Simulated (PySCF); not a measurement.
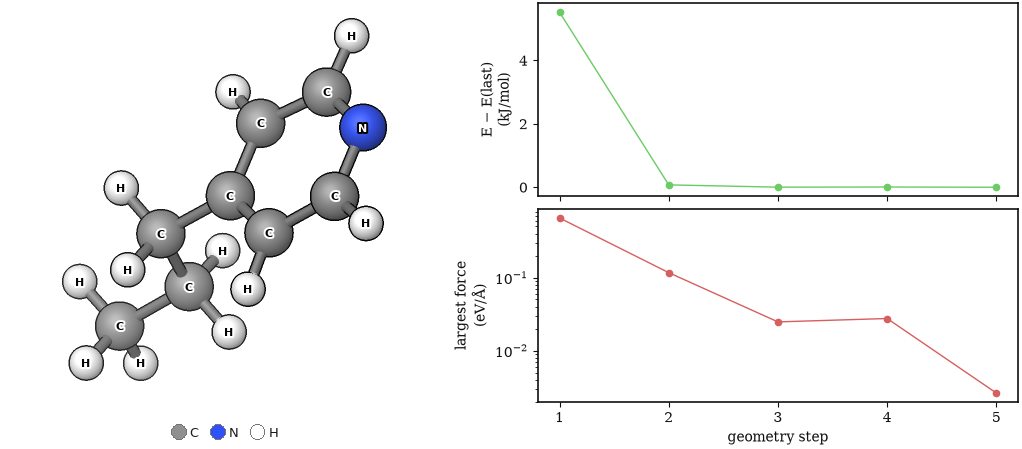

Beside the plot: the molecule at the start.

History of a geometry optimisation.

- system: 4-propylpyridine (SMILES CCCc1ccncc1)
- method: PBE0-D3(BJ)/def2-SVP, geometry optimisation in PySCF

Q: How did it end, and what did it gain?

A: The optimisation met its thresholds at geometry 5, counting the start as the first. The energy fell by about 5.5 kJ/mol from the first step to the last. The largest force goes from about 0.65 eV/Å at the start to 2.6 × 10⁻³ eV/Å at the end.
